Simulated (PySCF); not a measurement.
# [HfCl3(H2O)]+: how tightly the ligands are held

Aim: take one ligand of each kind off [HfCl3(H2O)]+, with both parts rigid, and scan its distance from the metal. It is a constructed species; whether it can be made isn't addressed.

The runs use PySCF 2.14.0; PBE0, Hf def2-SVP with ECP60, Cl def2-SVP, O def2-SVP, H def2-SVP; scalar-relativistic core potentials, no spin–orbit coupling.

1 further run of the same task is left out (for a known fault of the program).

**1. The starting structure**

7 atoms, charge 1, spin multiplicity 1.

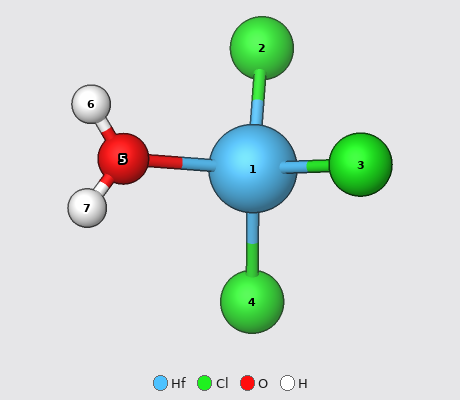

The structure; hafnium blue, chlorine green, oxygen red, hydrogen white; atoms are numbered from 1 in the order of the file.

Coordinates:

| atom | x (Å) | y (Å) | z (Å) |
| --- | --- | --- | --- |
| Hf1 | -0.0545 | 0.0440 | -0.0440 |
| Cl2 | 1.1967 | 1.4768 | 1.2322 |
| Cl3 | -1.4330 | -1.2488 | 1.2488 |
| Cl4 | 1.1967 | -1.2322 | -1.4768 |
| O5 | -1.2988 | 1.3154 | -1.3154 |
| H6 | -1.6315 | 2.2047 | -1.0958 |
| H7 | -1.6315 | 1.0958 | -2.2047 |

Formal oxidation states: Hf +4. An earlier session relaxed this geometry at PBE0, Hf def2-SVP with ECP60, Cl def2-SVP, O def2-SVP, H def2-SVP (singlet, point group Cs).

**2. Cl taken off**

The ligand (atom 2) keeps its formal charge and a closed shell where it can; ligand and rest are solved at the complex's geometry, in vacuum, with the settings of the relaxation.

| part | charge | state | energy (Eh) |
| --- | --- | --- | --- |
| complex | 1 | singlet | -1504.010750 |
| ligand | -1 | singlet | -459.928134 |
| rest | 2 | singlet | -1043.519327 |

Wall time 1.1 s (2 threads of Arm Neoverse V1, shared host).

**3. Rigid scan of Cl**

Atom 2 moves along the line from atom 1; the distance is to the donor, the donors' midpoint or the ring centre. Each point starts from the density of the one before.

| distance (Å) | energy from the relaxed point (eV) |
| --- | --- |
| 1.99 | 1.327 |
| 2.09 | 0.507 |
| 2.19 | 0.110 |
| 2.29 | 0.000 |
| 2.39 | 0.084 |
| 2.49 | 0.295 |
| 2.69 | 0.933 |
| 2.99 | 2.077 |
| 3.39 | 3.506 |
| 3.89 | 4.846 |

Wall time 14 s (2 threads of Arm Neoverse V1, shared host).

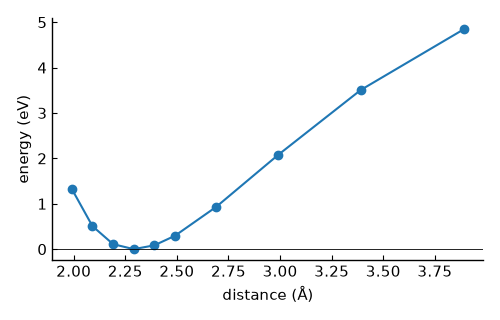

Energy along the rigid scan of Cl.

**4. H2O taken off**

The ligand (atoms 5, 6, 7) keeps its formal charge and a closed shell where it can; ligand and rest are solved at the complex's geometry, in vacuum, with the settings of the relaxation.

| part | charge | state | energy (Eh) |
| --- | --- | --- | --- |
| complex | 1 | singlet | -1504.010750 |
| ligand | 0 | singlet | -76.275613 |
| rest | 1 | singlet | -1427.632916 |

Wall time 0.9 s (2 threads of Arm Neoverse V1, shared host).

**5. Rigid scan of H2O**

Atoms 5, 6, 7 move together along the line from atom 1; the distance is to the donor, the donors' midpoint or the ring centre. Each point starts from the density of the one before.

| distance (Å) | energy from the relaxed point (eV) |
| --- | --- |
| 1.89 | 0.778 |
| 1.99 | 0.289 |
| 2.09 | 0.061 |
| 2.19 | 0.000 |
| 2.29 | 0.045 |
| 2.39 | 0.154 |
| 2.59 | 0.461 |
| 2.89 | 0.950 |
| 3.29 | 1.475 |
| 3.79 | 1.903 |

Run time: 13 s. Hardware: 2 threads of Arm Neoverse V1, shared host.

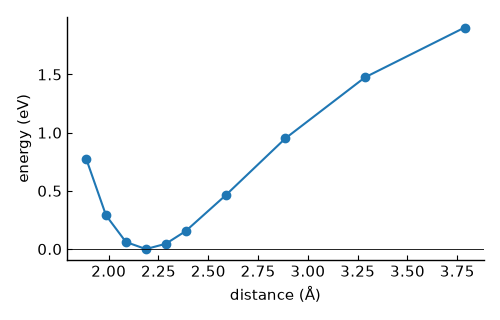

Energy along the rigid scan of H2O.

**6. Results**

| quantity | value |
| --- | --- |
| taking off Cl | 15.33 eV |
| stiffness of the Cl contact | 19.4 eV/Å² |
| taking off H2O | 2.78 eV |
| stiffness of the H2O contact | 10.6 eV/Å² |

**Reading.** Taking off Cl as a fragment of charge -1 costs 15.33 eV, much of it the attraction of the two charges. Near 2.29 Å the Cl contact has a stiffness of about 19.4 eV/Å², and the energy stands 4.85 eV higher at 3.89 Å. Taking off H2O as a fragment of charge +0 costs 2.78 eV. Near 2.19 Å the H2O contact has a stiffness of about 10.6 eV/Å², and the energy stands 1.90 eV higher at 3.79 Å. The free anion is solved without diffuse functions, no counterpoise correction is made, and the parts aren't relaxed; each of these makes the binding look larger. These are double-zeta-type bases without diffuse functions. Spin–orbit coupling is left out.
